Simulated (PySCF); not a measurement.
```xyz
16

C    -2.1678   -1.1356    0.4965
Si   -0.8417    0.1198    1.0211
C    -0.8944    1.7399    0.0177
S     0.9885   -0.8154    0.1013
C     2.5436    0.1179    0.4105
O     1.1861   -2.1548    0.6203
O     0.6927   -0.6927   -1.3193
H    -1.9277   -2.1225    0.8869
H    -2.1738   -1.2079   -0.5915
H    -3.1693   -0.8752    0.8281
H    -0.1695    2.4734    0.3649
H    -0.6645    1.5069   -1.0219
H    -1.8722    2.2121    0.0510
H     2.3922    1.1300    0.0596
H     2.7358    0.0842    1.4747
H     3.3343   -0.3710   -0.1438
```

Geometry: GFN2-xTB.

Level of theory: UKS B3LYP, pcH-1 on C H O S Si, non-relativistic, mean-field spin-orbit, GIAO in PySCF.

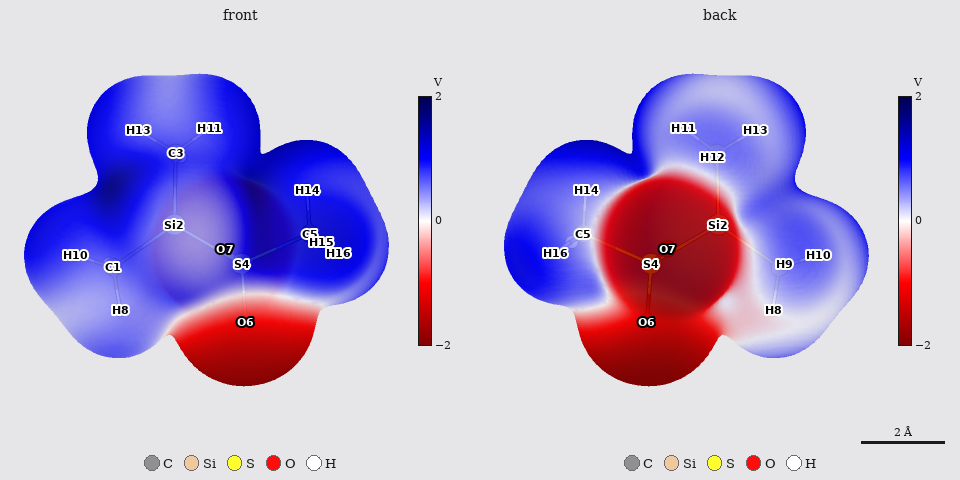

C3H9O2SSi (doublet). The molecular electrostatic potential painted on the density surface at 0.002 e/bohr³, seen from the front and from behind; the colour scale runs from red (negative) to blue (positive).

> Where is the surface potential most negative and most positive?

The most negative region (about −1.9 V, or −44 kcal/mol for a unit charge) lies over O6, the most positive (about +1.6 V, or +37 kcal/mol for a unit charge) over Si2 and C5. O6 is the likeliest acceptor of a hydrogen bond.
